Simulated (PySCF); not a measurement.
# Solver options tried on GaSe⁻

Do solver options change the result for GaSe⁻, or only the number of cycles?

Program: PySCF 2.14.0. Level of theory: method and basis as typed in the scripts. These are calculated values, not measurements.

1 further run of the same task is left out (it didn't finish).

**1. Starting geometry**

GaSe⁻: 2 atoms, charge -1, spin multiplicity 1.

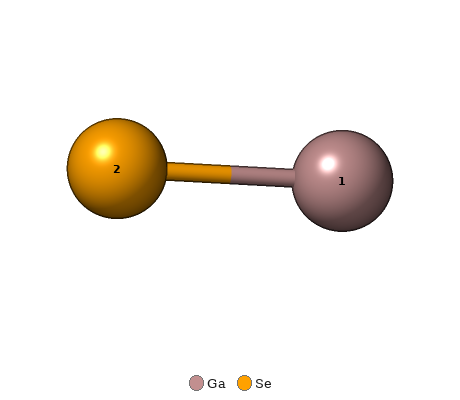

As it starts; gallium pink, selenium orange; atoms are numbered from 1 in the order of the file.

**2. The run that the others are compared with**

File input.py:

```python
from pyscf import gto, scf

mol = gto.M(
    atom='Ga 0 0 0; Se 0 0 2.42',
    basis='sbkjc',
    ecp={'Ga': 'sbkjc', 'Se': 'sbkjc'},
    charge=-1,
    spin=0,
    verbose=4,
)
mf = scf.UHF(mol)
mf.kernel()
mf.mulliken_pop()
mf.dip_moment()
print('orbital energies (hartree):', [e[max(0, n-3):n+3].round(4) for e, n in zip(mf.mo_energy, mol.nelec)])
```

The run is started by

```bash
$ OMP_NUM_THREADS=1 python input.py
```

Its log is not repeated here.

In short: E(SCF) = -266.382369 Eh, 13 cycles.

The bond length is a typed value, not an optimised one. The dipole of an ion depends on the origin.

**3. Convergence threshold 1e-16 hartree**

Edit 1 changes convergence threshold: default → 1e-16 hartree.

File input.py:

```python
from pyscf import gto, scf

mol = gto.M(
    atom='Ga 0 0 0; Se 0 0 2.42',
    basis='sbkjc',
    ecp={'Ga': 'sbkjc', 'Se': 'sbkjc'},
    charge=-1,
    spin=0,
    verbose=4,
)
mf = scf.UHF(mol)
mf.conv_tol = 1e-16
mf.kernel()
mf.mulliken_pop()
mf.dip_moment()
print('orbital energies (hartree):', [e[max(0, n-3):n+3].round(4) for e, n in zip(mf.mo_energy, mol.nelec)])
```

The run is started by

```bash
$ OMP_NUM_THREADS=1 python input.py
```

**4. DIIS space 4**

Edit 2 changes DIIS space: default → 4.

Edit input.py of step 2 so:

```diff
@@ -11,2 +11,3 @@
 mf = scf.UHF(mol)
+mf.diis_space = 4
 mf.kernel()
```

**5. Point-group symmetry on**

Edit 3 changes point-group symmetry: off → on.

Edit input.py of step 2 so:

```diff
@@ -8,2 +8,3 @@
     spin=0,
+    symmetry=True,
     verbose=4,
```

**6. Initial guess hcore**

Edit 4 changes initial guess: minao → hcore.

Edit input.py of step 2 so:

```diff
@@ -11,2 +11,3 @@
 mf = scf.UHF(mol)
+mf.init_guess = 'hcore'
 mf.kernel()
```

Q: Predict the outcome of this session. Wanted: for each run, E(SCF); from base; gap.

**Answer**, as computed:

```csv
run,E(SCF) (hartree),from base (eV),cycles,gap (eV)
base,-266.382369,0,13,8.72
convergence threshold 1e-16 hartree,-266.382369,0.0000,26,8.72
DIIS space 4,-266.382369,0.0000,15,8.72
point-group symmetry on,-266.382369,0.0000,13,8.72
initial guess hcore,-266.382369,0.0000,14,8.72
```

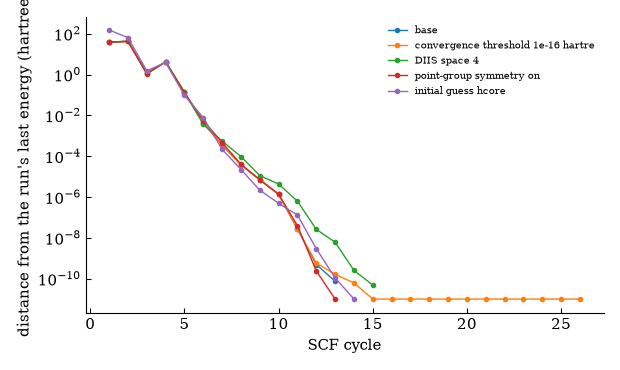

How each run approaches its own final energy.

With convergence threshold 1e-16 hartree or DIIS space 4 or point-group symmetry on or initial guess hcore the SCF ends at the base energy. With DIIS space 4, point-group symmetry on, initial guess hcore the path hardly changes: 13 to 15 cycles against 13.
